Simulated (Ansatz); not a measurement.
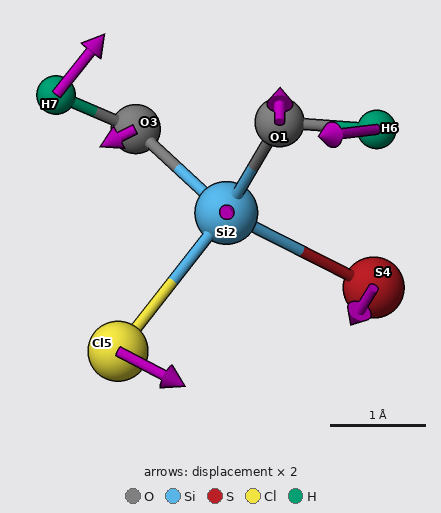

A relaxation of SiH2SO2Cl (multiplicity 2) (coarse preliminary run). The starting structure is drawn; purple arrows show the displacements, magnified 2 times. The two geometries are superimposed by the best rigid fit.

The picture is a ball-and-stick view, seen at a tilt.

The start comes from a force field.

These are results of UKS PBE-D4/def2-SVP in Ansatz 0.2.0, not measurements. Set-up: force threshold 0.03 eV/Å; at most 200 steps.

> What did the optimiser do to the structure, and how much energy did it gain?

After 11 accepted moves (13 points after the start) the energy has fallen by 0.420 eV. The largest force component goes from 3.2 to 0.0072 eV/Å. The line search rejected the trial steps at points 6, 11 of the run. The largest move after the best rigid fit is that of H6, 0.48 Å. By element the largest moves are H 0.48 Å, Cl 0.42 Å, S 0.31 Å, O 0.25 Å, Si 0.07 Å. Near-neighbour distances that change, for instance: Si2–S4 2.038 → 2.106 Å, Si2–Cl5 2.034 → 2.093 Å, O1–H6 1.028 → 0.974 Å, O1–Si2 1.615 → 1.666 Å. Among the angles between lasting bonds that change: S4–Si2–Cl5 111.6° → 98.9°, O1–Si2–S4 110.1° → 117.8°, Si2–O1–H6 110.9° → 115.7°. Groups turn about O1–Si2 by about 50°, Si2–O3 by about 40°.
